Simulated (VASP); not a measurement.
Band structure of PbSe (rock salt). Computed with revTPSS meta-GGA, VASP's PBE PAW potentials (set 64) (plane waves; VASP 6.6.1).

Unless said otherwise, spin-orbit coupling is left out, though it shifts the bands of the heavy elements here.

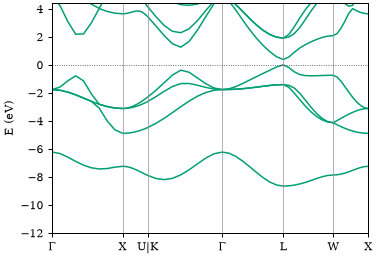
Figure: Bands along high-symmetry lines, zero at the valence-band maximum or, without a gap, the Fermi level

Q: Read the plot: is there a gap, and where are the band edges?

A: The gap is direct, 0.38 eV, from the valence maximum at L to the conduction minimum at L.

The compound is PbSe in the rock salt structure. It was relaxed first.
